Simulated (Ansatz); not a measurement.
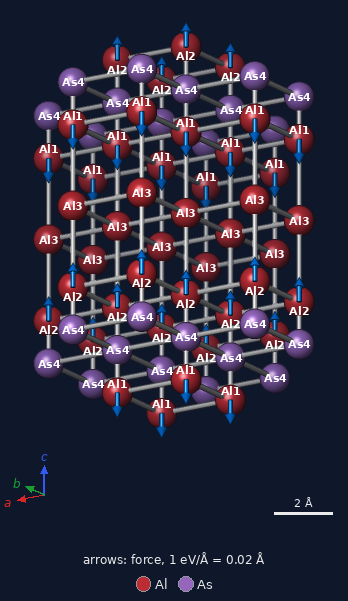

Starting geometry of crystalline Al3As (a generated structure, set up in P4/mmm) (coarse preliminary run) with the computed forces as blue arrows. Style: ball-and-stick. Shown: the cell of the calculation, from a free direction.

Method: Ansatz 0.2.0, DFT PBE, scalar-relativistic, plane waves, PAW. (plane-wave cutoff 420 eV; k-point mesh 6 × 6 × 2; occupations gaussian; smearing width 0.1 eV; no spin polarisation; cell and atoms relaxed; force threshold 0.04 eV/Å; at most 70 steps)

Question: Is this structure relaxed? If not, where do the atoms go?

Answer: It isn't relaxed: the largest force vector, on Al atoms, is 45.18 eV/Å. The atoms end up moving mostly along the starting forces (cosine between the two patterns 1.00). The largest moves relative to the cell, 0.84 Å, are those of Al1 and Al2. Al1 goes along −c. As stays in place. The drawn cell changes as follows: a = b 2.822 → 2.744 Å (−2.7 %), c 8.943 → 10.715 Å (+19.8 %); the volume changes by +13.3 %. Among the contacts that change: Al1–As4 1.538 → 2.684 Å, Al1–Al3 2.933 → 2.674 Å, As4–As4 2.822 → 2.744 Å, Al1–Al1 2.822 → 2.744 Å. The space group stays P4/mmm (No. 123). The energy falls by 5894 meV per atom in 8 accepted moves (10 points after the start). Largest force component: 45 eV/Å at the start, 0.0083 eV/Å at the end. The pressure goes from 106.55 to 0.08 GPa. At 2 points the geometry stayed and the basis and grid were re-selected for the new cell (energy shift of 6.0 meV per atom at most each time). Cost: 17 s on 1 thread of Arm Neoverse V2, on a shared host, peak memory 0.33 GiB.

Limits of the set-up: the k-point mesh is coarse for a cell with partly filled bands.
